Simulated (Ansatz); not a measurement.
## SiNH$_{4}$O$_{2}$: one change and its effect

System: SiNH$_{4}$O$_{2}$, multiplicity 2, SMILES N[Si](O)O.
Method of run 1: UKS B2PLYP (frozen core)/def2-TZVPP (Ansatz 0.2.0).

The geometry comes from this level: PBE0-D4/def2-TZVP. Text and figures count atoms from 1; the logs count them from 0 in places.

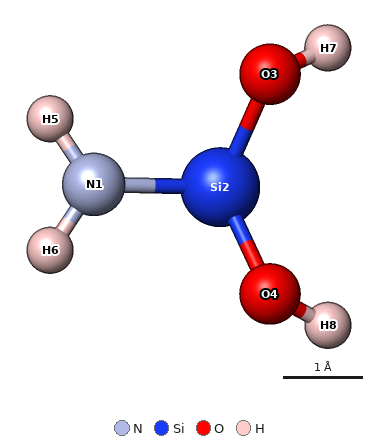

Fig. 1: The input geometry (ball-and-stick view, seen on its broad side; atoms are numbered from 1 in the order of the input). Bond lengths as drawn: H–N 1.01 Å, H–O 0.96 Å, N–Si 1.70 Å and O–Si 1.65 Å.

**Input file, run 1**
```yaml
crystal:
  periodic: [false, false, false]
  atoms:
    - {symbol: N, position_ang: [-0.497988, 1.267000, 0.129325]}
    - {symbol: Si, position_ang: [0.096003, -0.243642, -0.376010]}
    - {symbol: O, position_ang: [1.641629, -0.288271, 0.202587]}
    - {symbol: O, position_ang: [-0.956478, -1.334688, 0.277860]}
    - {symbol: H, position_ang: [0.071205, 2.094005, 0.065112]}
    - {symbol: H, position_ang: [-1.483642, 1.467442, 0.110502]}
    - {symbol: H, position_ang: [2.250895, -0.848017, -0.280890]}
    - {symbol: H, position_ang: [-1.029424, -2.171030, -0.184186]}
basis:
  gaussian: {orbitals: def2-TZVPP}
magnetization: {spin_polarized: true, initial_magnetization: 1}
hamiltonian: {xc: {name: B2PLYP}}
```

Hardware: 4 CPU threads, shared host.

**Output (run 1)**
```
Functional definition: B2PLYP
  parameter a = 0.53
  parameter c = 0.27
  exchange = (1 - a)*b88_x + a*exact_x
  correlation = (1 - c)*lyp_c + c*(mp2_os + mp2_ss)
1153 factors; integrals over basis functions are off by at most 1.3e-3 eV
mean field evaluation 1: about -13507.7723 eV, gradient 5.5e1 eV
mean field evaluation 2: about -13507.8924 eV, gradient 5.4e1 eV
mean field evaluation 4: about -13517.9026 eV, gradient 3.3e0 eV
mean field evaluation 8: about -13517.9862 eV, gradient 5.6e-1 eV
mean field evaluation 16: about -13517.9887 eV, gradient 5.7e-4 eV
mean field -13517.98874470 eV, -496.7769235460 hartree, gradient 6.2e-6 eV, S^2 0.753322; 0 other end points of the search recorded, 0 dependent functions left out
8 core orbitals not correlated: weight in the atoms' cores, before any rotation towards them, 1.000 or more for the frozen orbitals, at most 0.000 for the correlated occupied ones
reference -13517.98889150 eV, -496.7769289407 hartree; 13, 12 occupied and 170, 171 virtual orbitals, 1153 factors
second order -26.06250517 eV of doubles, -0.00000000 eV of singles
Total energy: -13525.02576790 eV, -497.0355293785 hartree
```

The input of run 2 differs as follows (lines with − go, lines with + come):
```diff
-hamiltonian: {xc: {name: B2PLYP}}
+hamiltonian: {xc: {name: PBE-QIDH}}
```

Predict how the results change.

The total energies belong to different methods, so their difference says nothing on which is more stable or more accurate. The functional changes from B2PLYP to PBE-QIDH.

**Output (run 2)**
```
Functional definition: PBE-QIDH
  parameter a = 3^(-1/3)
  parameter c = 1/3
  exchange = (1 - a)*pbe_x + a*exact_x
  correlation = (1 - c)*pbe_c + c*(mp2_os + mp2_ss)
1153 factors; integrals over basis functions are off by at most 1.3e-3 eV
mean field evaluation 1: about -13503.8732 eV, gradient 4.7e1 eV
mean field evaluation 2: about -13503.8758 eV, gradient 4.7e1 eV
mean field evaluation 4: about -13511.4525 eV, gradient 2.6e0 eV
mean field evaluation 8: about -13511.5145 eV, gradient 1.4e-1 eV
mean field evaluation 16: about -13511.5149 eV, gradient 2.0e-4 eV
mean field -13511.51485290 eV, -496.5390124103 hartree, gradient 4.7e-6 eV, S^2 0.753496; 0 other end points of the search recorded, 0 dependent functions left out
8 core orbitals not correlated: weight in the atoms' cores, before any rotation towards them, 1.000 or more for the frozen orbitals, at most 0.000 for the correlated occupied ones
reference -13511.51486434 eV, -496.5390128308 hartree; 13, 12 occupied and 170, 171 virtual orbitals, 1153 factors
second order -24.20528112 eV of doubles, -0.00000000 eV of singles
Total energy: -13519.58329138 eV, -496.8355220555 hartree
```

**The two runs side by side**

```tsv
quantity	run 1	run 2
outcome	converged	converged
total energy (hartree)	−497.035529	−496.835522
⟨S²⟩	0.753	0.753
basis functions	191	191
wall time (shared host)	2.5 s	2.1 s
```
